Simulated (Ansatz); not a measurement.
Run report: FePt, single-point calculation (part 4 of 4)

The same run, continued: FePt (slab, 6 atoms in the cell); DFT, PBEsol, plane waves, PAW, Ueff = 4 eV on Fe d (Ansatz 0.2.0); cutoff 420 eV, 13×13×1 k-mesh, Gaussian smearing of 0.01 eV, collinear spins. The structure derives from an entry of the Crystallography Open Database. The run did not end well.

Geometry of the input (Å; fractional positions):
```
2.6868  0.0000  0.0000
0.0000  2.6868  0.0000
0.0000  0.0000  24.2932
Fe 0.5000  0.5000  0.3108
Pt 0.0000  0.0000  0.3852
Fe 0.5000  0.5000  0.4624
Pt 0.0000  0.0000  0.5383
Fe 0.5000  0.5000  0.6157
Pt 0.0000  0.0000  0.6878
```

**Output, continued**
```
SCF iter  73: F=—  HF=-50498.020014 eV  |F-HF|=—  |Δ(HF+E_count)|=   3.04e-3  Δρ=2.34e-3 (↑2.34e-3 ↓9.82e-4)  dr2=4.76e-2  dr2_m=3.01e-3  M=9.125 μB ∫|m|=9.403 μB  β_m=1.20  ethr=1.41e-6  p=-0.038 e·Å  D=-3.93e-2 V/Å  ΔV_dip=0.95 eV  dr2_dipole=2.27e-2  V_vac-E_F(+/−)=5.28/4.33 eV  ⟨swp⟩=2.4  Hψ=6946  notcnv=0  defer=364  κ⁻¹=2.9e-4(r=8)
SCF iter  74: F=—  HF=-50498.025243 eV  |F-HF|=—  |Δ(HF+E_count)|=   5.23e-3  Δρ=3.38e-3 (↑3.38e-3 ↓2.48e-3)  dr2=1.18e-2  dr2_m=1.23e-2  M=9.003 μB ∫|m|=9.298 μB  β_m=1.20  ethr=1.41e-6  p=-0.039 e·Å  D=-4.01e-2 V/Å  ΔV_dip=0.97 eV  dr2_dipole=4.68e-3  V_vac-E_F(+/−)=5.28/4.30 eV  ⟨swp⟩=2.9  Hψ=7396  notcnv=0  defer=364  κ⁻¹=2.6e-4(r=8)
SCF iter  75: F=—  HF=-50498.031201 eV  |F-HF|=—  |Δ(HF+E_count)|=   5.96e-3  Δρ=3.87e-3 (↑3.87e-3 ↓2.88e-3)  dr2=1.08e-2  dr2_m=1.64e-2  M=8.917 μB ∫|m|=9.222 μB  β_m=1.20  ethr=1.41e-6  p=-0.039 e·Å  D=-4.01e-2 V/Å  ΔV_dip=0.98 eV  dr2_dipole=2.93e-3  V_vac-E_F(+/−)=5.27/4.30 eV  ⟨swp⟩=2.4  Hψ=6915  notcnv=0  defer=364  κ⁻¹=3.3e-4(r=8)
SCF iter  76: F=—  HF=-50498.026037 eV  |F-HF|=—  |Δ(HF+E_count)|=   5.16e-3  Δρ=2.96e-3 (↑2.96e-3 ↓2.32e-3)  dr2=7.71e-3  dr2_m=1.02e-2  M=8.994 μB ∫|m|=9.292 μB  β_m=1.20  ethr=1.41e-6  p=-0.038 e·Å  D=-3.91e-2 V/Å  ΔV_dip=0.95 eV  dr2_dipole=4.14e-3  V_vac-E_F(+/−)=5.27/4.32 eV  ⟨swp⟩=2.4  Hψ=6834  notcnv=0  defer=364  κ⁻¹=4.6e-4(r=8)
SCF iter  77: F=—  HF=-50498.019994 eV  |F-HF|=—  |Δ(HF+E_count)|=   6.04e-3  Δρ=2.38e-3 (↑2.38e-3 ↓1.60e-3)  dr2=7.83e-2  dr2_m=4.42e-3  M=9.122 μB ∫|m|=9.399 μB  β_m=1.20  ethr=1.41e-6  p=-0.039 e·Å  D=-3.97e-2 V/Å  ΔV_dip=0.97 eV  dr2_dipole=4.67e-2  V_vac-E_F(+/−)=5.30/4.34 eV  ⟨swp⟩=2.9  Hψ=7792  notcnv=0  defer=364  κ⁻¹=2.2e-4(r=8)
SCF iter  78: F=—  HF=-50498.017915 eV  |F-HF|=—  |Δ(HF+E_count)|=   2.08e-3  Δρ=1.89e-3 (↑1.89e-3 ↓1.25e-3)  dr2=2.07e-2  dr2_m=2.89e-3  M=9.164 μB ∫|m|=9.440 μB  β_m=1.20  ethr=1.41e-6  p=-0.037 e·Å  D=-3.86e-2 V/Å  ΔV_dip=0.94 eV  dr2_dipole=5.65e-3  V_vac-E_F(+/−)=5.29/4.36 eV  ⟨swp⟩=2.0  Hψ=5652  notcnv=0  defer=364  κ⁻¹=2.1e-4(r=8)
SCF iter  79: F=—  HF=-50498.017837 eV  |F-HF|=—  |Δ(HF+E_count)|=   7.84e-5  Δρ=1.90e-3 (↑1.90e-3 ↓1.25e-3)  dr2=2.05e-2  dr2_m=2.94e-3  M=9.163 μB ∫|m|=9.439 μB  β_m=1.20  ethr=1.41e-6  p=-0.037 e·Å  D=-3.87e-2 V/Å  ΔV_dip=0.94 eV  dr2_dipole=6.49e-3  V_vac-E_F(+/−)=5.29/4.35 eV  ⟨swp⟩=1.5  Hψ=3726  notcnv=0  defer=364  κ⁻¹=2.0e-5(r=8)
SCF iter  80: F=—  HF=-50498.013794 eV  |F-HF|=—  |Δ(HF+E_count)|=   4.04e-3  Δρ=2.10e-3 (↑2.10e-3 ↓1.58e-3)  dr2=1.46e-2  dr2_m=3.98e-3  M=9.195 μB ∫|m|=9.471 μB  β_m=1.20  ethr=1.41e-6  p=-0.038 e·Å  D=-3.87e-2 V/Å  ΔV_dip=0.94 eV  dr2_dipole=6.18e-4  V_vac-E_F(+/−)=5.30/4.36 eV  ⟨swp⟩=2.4  Hψ=6677  notcnv=0  defer=364  κ⁻¹=2.0e-5(r=8)
SCF iter  81: F=—  HF=-50498.021044 eV  |F-HF|=—  |Δ(HF+E_count)|=   7.25e-3  Δρ=2.16e-3 (↑2.16e-3 ↓1.68e-3)  dr2=1.04e-2  dr2_m=4.56e-3  M=9.129 μB ∫|m|=9.408 μB  β_m=1.20  ethr=1.41e-6  p=-0.038 e·Å  D=-3.88e-2 V/Å  ΔV_dip=0.94 eV  dr2_dipole=1.29e-4  V_vac-E_F(+/−)=5.29/4.34 eV  ⟨swp⟩=2.7  Hψ=7178  notcnv=0  defer=364  κ⁻¹=2.6e-5(r=8)
SCF iter  82: F=—  HF=-50498.021062 eV  |F-HF|=—  |Δ(HF+E_count)|=   1.76e-5  Δρ=2.21e-3 (↑2.21e-3 ↓1.90e-3)  dr2=1.64e-2  dr2_m=4.92e-3  M=9.129 μB ∫|m|=9.408 μB  β_m=1.20  ethr=1.41e-6  p=-0.038 e·Å  D=-3.88e-2 V/Å  ΔV_dip=0.94 eV  dr2_dipole=7.12e-4  V_vac-E_F(+/−)=5.29/4.35 eV  ⟨swp⟩=1.7  Hψ=4054  notcnv=0  defer=365  κ⁻¹=3.0e-5(r=8)
SCF iter  83: F=—  HF=-50498.026715 eV  |F-HF|=—  |Δ(HF+E_count)|=   5.65e-3  Δρ=2.88e-3 (↑2.25e-3 ↓2.88e-3)  dr2=5.58e-2  dr2_m=8.67e-3  M=8.998 μB ∫|m|=9.291 μB  β_m=1.20  ethr=1.41e-6  p=-0.037 e·Å  D=-3.85e-2 V/Å  ΔV_dip=0.94 eV  dr2_dipole=2.77e-2  V_vac-E_F(+/−)=5.30/4.37 eV  ⟨swp⟩=2.7  Hψ=7168  notcnv=0  defer=365  κ⁻¹=2.5e-5(r=8)
SCF iter  84: F=—  HF=-50498.024142 eV  |F-HF|=—  |Δ(HF+E_count)|=   2.57e-3  Δρ=2.85e-3 (↑2.85e-3 ↓1.87e-3)  dr2=4.21e-2  dr2_m=6.38e-3  M=9.034 μB ∫|m|=9.322 μB  β_m=1.20  ethr=1.41e-6  p=-0.037 e·Å  D=-3.82e-2 V/Å  ΔV_dip=0.93 eV  dr2_dipole=1.82e-2  V_vac-E_F(+/−)=5.28/4.35 eV  ⟨swp⟩=2.2  Hψ=6199  notcnv=0  defer=365  κ⁻¹=2.8e-5(r=8)
SCF iter  85: F=—  HF=-50498.032442 eV  |F-HF|=—  |Δ(HF+E_count)|=   8.30e-3  Δρ=3.14e-3 (↑2.91e-3 ↓3.14e-3)  dr2=8.75e-2  dr2_m=1.20e-2  M=8.882 μB ∫|m|=9.190 μB  β_m=1.20  ethr=1.41e-6  p=-0.036 e·Å  D=-3.71e-2 V/Å  ΔV_dip=0.90 eV  dr2_dipole=5.38e-2  V_vac-E_F(+/−)=5.24/4.33 eV  ⟨swp⟩=2.8  Hψ=7361  notcnv=0  defer=369  κ⁻¹=1.3e-4(r=8)
SCF iter  86: F=—  HF=-50498.055870 eV  |F-HF|=—  |Δ(HF+E_count)|=   2.34e-2  Δρ=3.02e-3 (↑1.93e-3 ↓3.02e-3)  dr2=5.89e-2  dr2_m=6.64e-3  M=8.745 μB ∫|m|=9.062 μB  β_m=1.20  ethr=1.41e-6  p=-0.036 e·Å  D=-3.67e-2 V/Å  ΔV_dip=0.89 eV  dr2_dipole=2.51e-2  V_vac-E_F(+/−)=5.24/4.35 eV  ⟨swp⟩=3.0  Hψ=8979  notcnv=0  defer=367  κ⁻¹=1.5e-4(r=8)
SCF iter  87: F=—  HF=-50498.055468 eV  |F-HF|=—  |Δ(HF+E_count)|=   4.01e-4  Δρ=3.81e-3 (↑3.81e-3 ↓2.83e-3)  dr2=8.19e-2  dr2_m=1.28e-2  M=8.630 μB ∫|m|=8.957 μB  β_m=1.20  ethr=1.41e-6  p=-0.033 e·Å  D=-3.42e-2 V/Å  ΔV_dip=0.83 eV  dr2_dipole=3.94e-2  V_vac-E_F(+/−)=5.20/4.36 eV  ⟨swp⟩=2.4  Hψ=6375  notcnv=0  defer=373  κ⁻¹=2.5e-4(r=8)
```

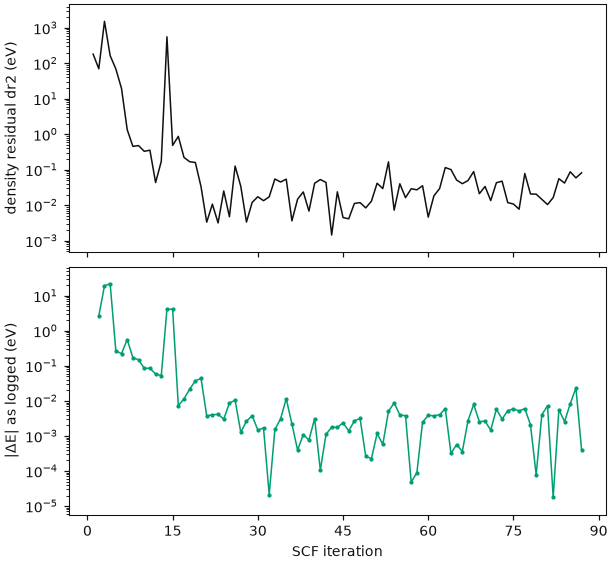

Fig. 1: Convergence of the self-consistent field: density residual dr2 and size of the energy change against the SCF iteration. The run ended after 87 iterations.

```
Error: SIGTERM received: cancelled by the caller after 87 completed SCF iterations
```

**Outcome**

| quantity | value |
| --- | --- |
| outcome | stopped at the time limit |
| wall time | 4.3 min (CPU time 8.5 min) |
| peak memory | 0.8 GiB |

**Diagnosis**

Settings chosen away from the usual ones: scf.occupations.width set to 0.01 (from 0.1); hamiltonian.hubbard set to {"sites": [{"species": "Fe", "l": "d", "u_eff": 4.0}], "double_counting": "amf"}. The run was cut off by its time limit, so the output is incomplete.
